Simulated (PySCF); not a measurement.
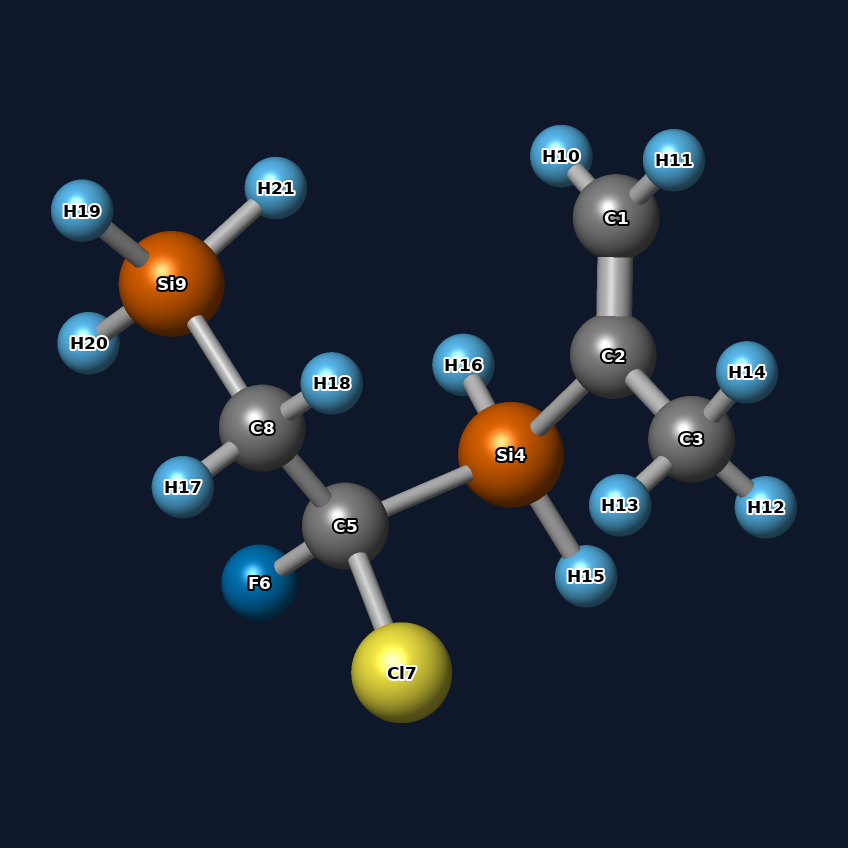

The thickness of each stick grows with its Mayer bond order. The computed structure is the end point of a GFN2-xTB optimisation. No frequency run is at hand to confirm it as a minimum. Computed with PBE0/pcSseg-1 (PySCF 2.14.0).

Question. Which bond between heavy atoms has the highest Mayer bond order?

Answer. C1–C2, 1.97, at a length of 1.327 Å.

List the Mayer bond orders of C1–C2, C2–C3, C2–Si4, Si4–C5, C5–F6, C5–Cl7, C5–C8, C8–Si9 (bonds between heavy atoms, one of each equivalent set).

```tsv
bond	Mayer order	length (Å)
C1–C2	1.97	1.327
C2–C3	1.04	1.499
C2–Si4	0.85	1.888
Si4–C5	0.76	1.939
C5–F6	0.87	1.380
C5–Cl7	0.99	1.815
C5–C8	0.99	1.506
C8–Si9	0.88	1.909
```

The geometry is semi-empirical. Around Si such bond lengths and angles can be off by a tenth of an ångström or more and by several degrees, and values that hang on the shape move with them.
